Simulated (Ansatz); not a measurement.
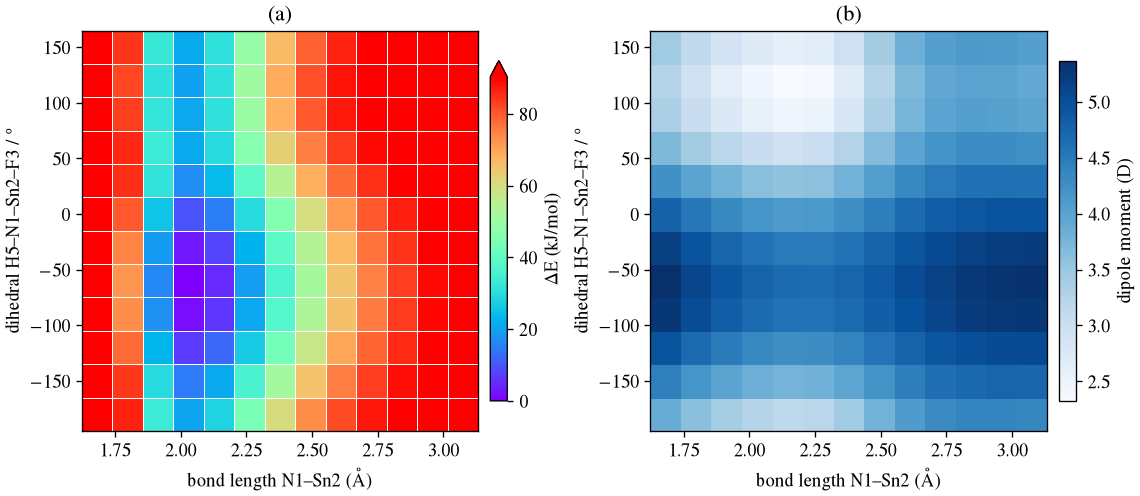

F2H2NSn, SMILES [NH2][Sn]([F])[F], spin multiplicity 2. The first coordinate is: bond length N1–Sn2; the second: dihedral H5–N1–Sn2–F3. Nothing is relaxed (all other coordinates rigid). The grid has 13 × 12 points. All energies are given in kJ/mol relative to the lowest grid point. These are results of Ansatz 0.2.0, UKS PBE0-D4/def2-TZVP, not measurements.

Panel (a) is the energy and panel (b) the computed dipole moment on the same grid.

In the figure: one coloured cell a grid point, one colour for all values above the top of the scale.

> How does the dipole moment vary over the map, and what is it at the lowest grid point?

Leaving out the highest fifth of the energies, it runs from 2.33 D at bond length N1–Sn2 = 2.146 Å, dihedral H5–N1–Sn2–F3 = 120° to 5.34 D at bond length N1–Sn2 = 3.075 Å, dihedral H5–N1–Sn2–F3 = −60°. At the lowest grid point, bond length N1–Sn2 = 2.030 Å, dihedral H5–N1–Sn2–F3 = −60°, it is 4.77 D.

```tsv
dihedral H5–N1–Sn2–F3 ↓, bond length N1–Sn2 →	1.681	1.797	1.914	2.030	2.146	2.262	2.378	2.495	2.611	2.727	2.843	2.959	3.075
150	3.45	3.14	2.89	2.71	2.61	2.66	2.96	3.43	3.83	4.05	4.13	4.12	4.06
120	3.25	2.93	2.64	2.43	2.33	2.36	2.70	3.25	3.70	3.94	4.01	3.99	3.92
90	3.35	3.03	2.76	2.57	2.47	2.51	2.83	3.34	3.76	3.99	4.07	4.05	3.98
60	3.70	3.43	3.20	3.03	2.96	3.01	3.26	3.65	4.00	4.20	4.29	4.29	4.24
30	4.24	3.98	3.78	3.63	3.56	3.60	3.79	4.07	4.33	4.51	4.60	4.62	4.60
0	4.78	4.54	4.33	4.19	4.11	4.13	4.26	4.46	4.67	4.83	4.92	4.95	4.95
−30	5.19	4.94	4.74	4.59	4.51	4.50	4.59	4.75	4.92	5.07	5.16	5.21	5.22
−60	5.37	5.13	4.92	4.77	4.68	4.67	4.74	4.88	5.04	5.18	5.27	5.32	5.34
−90	5.28	5.04	4.83	4.68	4.59	4.59	4.67	4.82	4.98	5.12	5.22	5.26	5.28
−120	4.94	4.70	4.50	4.35	4.27	4.29	4.40	4.58	4.77	4.92	5.02	5.06	5.06
−150	4.44	4.19	3.99	3.84	3.77	3.81	3.97	4.21	4.45	4.63	4.72	4.74	4.73
−180	3.88	3.61	3.40	3.24	3.17	3.22	3.45	3.80	4.11	4.31	4.39	4.40	4.36
```
